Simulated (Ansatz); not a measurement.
**H2O (water): levels of theory compared**

Wanted: a comparison of 6 runs (PBE/3-21G, revPBE/3-21G, CAM-B3LYP/6-31G*, MP2/3-21G, UMP2/3-21G, CCSDT/6-31G*) of H2O (water). 

The results are computed with Ansatz 0.2.0.

67 further runs of the same task are left out: 1 that didn't finish, 66 set aside as unsound or not needed.

## 1. The molecule

The species is H2O (3 atoms), meant as a singlet with charge 0. As SMILES, `O`. The H3–O1 distance was set to 1.439 Å, away from the relaxed value. At this shape a bond of the SMILES string is far longer than usual.

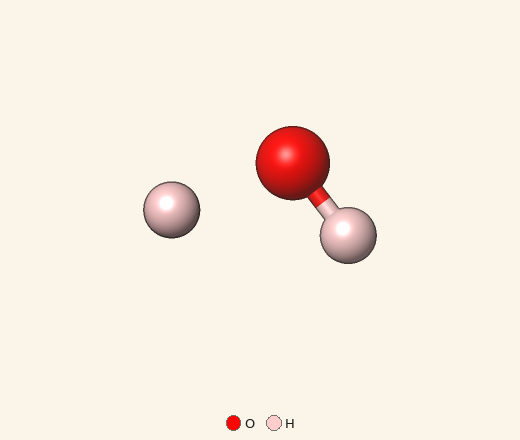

The structure, seen from a chosen angle (oxygen red, hydrogen pink).

## 2. A single-point energy at PBE/3-21G (run 1)

File job.yaml:

```yaml
crystal:
  periodic: [false, false, false]
  atoms:
    - symbol: O
      position_ang: [-0.372153, 0.674621, -0.123549]
    - symbol: H
      position_ang: [0.397047, 1.022821, 0.332351]
    - symbol: H
      position_ang: [-0.163800, -0.748600, -0.174700]
basis:
  gaussian: {orbitals: 3-21G.json}
hamiltonian: {xc: pbe}
accuracy: high
```

The basis set 3-21G is read from a file made from the Basis Set Exchange's data (not shown).

Started as:

```sh
$ ansatz run job.yaml --threads 1 --pin off --max-ram 2610MiB --events-out events.jsonl --progress --plain --runs-dir runs
```

The program printed:

```text
Warning: RAYON_NUM_THREADS=1 ignored (pool sized by the plan → 1); use --threads N
Functional definition: PBE
  name "PBE"
  parameter kappa = 0.804
  parameter beta = 0.06672455060314922
  exchange = pbe_x(kappa = kappa, mu = beta*pi^2/3)
  correlation = pbe_c(beta = beta)
188 factors; integrals over basis functions are off by at most 3.5e-9 eV
mean field evaluation 1: about -2058.8994 eV, gradient 4.8e1 eV
mean field evaluation 2: about -2041.6434 eV, gradient 9.0e1 eV
mean field evaluation 4: about -2063.1015 eV, gradient 5.3e0 eV
mean field evaluation 8: about -2063.1933 eV, gradient 5.1e-2 eV
mean field evaluation 16: about -2063.1933 eV, gradient 2.8e-7 eV
mean field -2063.19327682 eV, -75.8209544405 hartree, gradient 7.1e-8 eV, S^2 0.000000; 0 other end points of the search recorded, 0 dependent functions left out
reference -2063.19327800 eV, -75.8209544837 hartree; 5, 5 occupied and 8, 8 virtual orbitals, 188 factors
Total energy: -2063.19327800 eV, -75.8209544837 hartree
```

It took 0.52 s on 1 thread of Arm Neoverse N1, shared host.

## 3. The energy at revPBE/3-21G (run 2)

File in.yaml:

```yaml
basis:
  gaussian:
    orbitals: 3-21G.json
crystal:
  periodic: [false, false, false]
  atoms:
    - symbol: O
      position_ang: [-0.372153, 0.674621, -0.123549]
    - symbol: H
      position_ang: [0.397047, 1.022821, 0.332351]
    - symbol: H
      position_ang: [-0.163800, -0.748600, -0.174700]
accuracy: high
hamiltonian:
  xc: {name: revPBE}
```

The basis set 3-21G is read from a file made from the Basis Set Exchange's data (not shown).

Started as:

```sh
$ ansatz run in.yaml --threads 1 --pin off --max-ram 2610MiB --events-out events.jsonl --progress --plain --runs-dir runs
```

The program printed:

```text
Warning: RAYON_NUM_THREADS=1 ignored (pool sized by the plan → 1); use --threads N
Functional definition: revPBE
  name "revPBE"
  parameter kappa = 1.245
[... 3 set-up lines as earlier in the session ...]
188 factors; integrals over basis functions are off by at most 3.5e-9 eV
mean field evaluation 1: about -2060.7621 eV, gradient 4.6e1 eV
mean field evaluation 2: about -2044.0710 eV, gradient 8.9e1 eV
mean field evaluation 4: about -2064.7902 eV, gradient 5.0e0 eV
mean field evaluation 8: about -2064.8726 eV, gradient 4.7e-2 eV
mean field evaluation 16: about -2064.8726 eV, gradient 1.0e-7 eV
mean field -2064.87256140 eV, -75.8826670104 hartree, gradient 3.0e-8 eV, S^2 0.000000; 0 other end points of the search recorded, 0 dependent functions left out
reference -2064.87256286 eV, -75.8826670642 hartree; 5, 5 occupied and 8, 8 virtual orbitals, 188 factors
Total energy: -2064.87256286 eV, -75.8826670642 hartree
```

Run time: 0.52 s. Hardware: 1 thread of Arm Neoverse N1, shared host.

## 4. A single-point energy at CAM-B3LYP/6-31G(d) (spherical functions) (run 3)

File run.yaml:

```yaml
basis:
  gaussian: {orbitals: 6-31G_st_-spherical.json}
crystal:
  periodic: [false, false, false]
  atoms:
    - {symbol: O, position_ang: [-0.372153, 0.674621, -0.123549]}
    - {symbol: H, position_ang: [0.397047, 1.022821, 0.332351]}
    - {symbol: H, position_ang: [-0.163800, -0.748600, -0.174700]}
accuracy: high
hamiltonian: {xc: {name: CAM-B3LYP}}
```

The basis set 6-31G* is read from a file made from the Basis Set Exchange's data (not shown).

Started as:

```sh
$ ansatz run run.yaml --threads 1 --pin off --max-ram 2610MiB --events-out events.jsonl --progress --plain --runs-dir runs
```

The program printed:

```text
Warning: RAYON_NUM_THREADS=1 ignored (pool sized by the plan → 1); use --threads N
Functional definition: CAM-B3LYP
  name "CAM-B3LYP"
  parameter alpha = 0.19
  parameter beta = 0.46
  parameter omega = 0.33/bohr
  parameter ac = 0.81
  exchange = (1 - alpha - beta)*b88_x + beta*b88_x_sr(omega) + alpha*exact_x + beta*exact_x_lr(omega)
  correlation = (1 - ac)*vwn5_c + ac*lyp_c
302 factors; integrals over basis functions are off by at most 5.4e-9 eV
129 factors; integrals over basis functions are off by at most 2.2e-9 eV
mean field evaluation 1: about -2071.6931 eV, gradient 4.6e1 eV
mean field evaluation 2: about -2066.8812 eV, gradient 6.8e1 eV
mean field evaluation 4: about -2076.0414 eV, gradient 7.7e-1 eV
mean field evaluation 8: about -2076.0404 eV, gradient 1.2e-2 eV
mean field evaluation 16: about -2076.0404 eV, gradient 8.2e-8 eV
mean field -2076.04042061 eV, -76.2930782665 hartree, gradient 8.2e-8 eV, S^2 0.000000; 0 other end points of the search recorded, 0 dependent functions left out
reference -2076.04043040 eV, -76.2930786264 hartree; 5, 5 occupied and 13, 13 virtual orbitals, 302 factors
Total energy: -2076.04043040 eV, -76.2930786264 hartree
```

Wall time 0.83 s (1 thread of Arm Neoverse N1, shared host).

Runs 4 to 5 aren't shown in full; the table further down has their settings and results.

## 5. The energy at CCSDT/6-31G(d) (spherical functions) (run 6)

File job.yaml:

```yaml
crystal:
  periodic: [false, false, false]
  atoms:
    - {symbol: O, position_ang: [-0.372153, 0.674621, -0.123549]}
    - {symbol: H, position_ang: [0.397047, 1.022821, 0.332351]}
    - {symbol: H, position_ang: [-0.163800, -0.748600, -0.174700]}
basis:
  gaussian:
    orbitals: 6-31G_st_-spherical.json
correlation:
  method: ccsdt
  frozen_orbitals: {H: 0, O: 1}
accuracy: high
scf:
  omitted_lower_state_checks: [cluster_reference, increment]
```

The basis set 6-31G* is read from a file made from the Basis Set Exchange's data (not shown).

Started as:

```sh
$ ansatz run job.yaml --threads 1 --pin off --max-ram 2610MiB --events-out events.jsonl --progress --plain --runs-dir runs
```

The program printed (excerpt; [...] marks lines left out):

```text
Warning: RAYON_NUM_THREADS=1 ignored (pool sized by the plan → 1); use --threads N
Functional definition: HF
  name "HF"
[...]
302 factors; integrals over basis functions are off by at most 5.4e-9 eV
[...]
mean field -2065.49652966 eV, -75.9055974210 hartree, gradient 1.4e-8 eV, S^2 0.000000; 0 other end points of the search recorded, 0 dependent functions left out; unrestricted orbitals would lower it
1 core orbitals not correlated: weight in the atoms' cores, before any rotation towards them, 1.000 or more for the frozen orbitals, at most 0.000 for the correlated occupied ones
reference -2065.49652966 eV, -75.9055974210 hartree; 4, 4 occupied and 13, 13 virtual orbitals, 302 factors
second order -5.55981974 eV of doubles, -0.00000000 eV of singles
cycle   1  -5.65276385 eV  change   -9.3e-2 eV  update   6.1e-2
[...]
cycle  22  -6.03031670 eV  change   5.4e-10 eV  update  5.9e-10
Total energy: -2071.52684636 eV, -76.1272074722 hartree
Checks for a lower state left out: cluster_reference, increment
```

It took 0.72 s on 1 thread of Arm Neoverse N1, shared host.

## 6. The series

```tsv
run	level	frozen core orbitals	energy (Eh)	wall time
1	PBE/3-21G	–	-75.820954	0.52 s
2	revPBE/3-21G	–	-75.882667	0.52 s
3	CAM-B3LYP/6-31G* (spherical functions)	–	-76.293079	0.83 s
4	MP2/3-21G	1	-75.634243	0.08 s
5	UMP2/3-21G	1	-75.614872	0.14 s
6	CCSDT/6-31G* (spherical functions)	1	-76.127207	0.72 s
```

## 7. What came out

| quantity | value |
| --- | --- |
| run 6: total energy | -76.12721 Eh |
| run 6: correlation energy (1 core orbital frozen) | -221.6 mEh |
| run 6: T1 diagnostic | 0.013 |

Totals of different functionals can't be ranked against each other. In runs 4, 6 the log says that unrestricted orbitals would lower the reference, so the values rest on an unstable closed-shell determinant (other closed-shell runs at this shape may share the fault). Spin contamination of the reference: run 5 ⟨S²⟩ = 0.34. All runs together took 2.8 s, the longest 0.83 s.
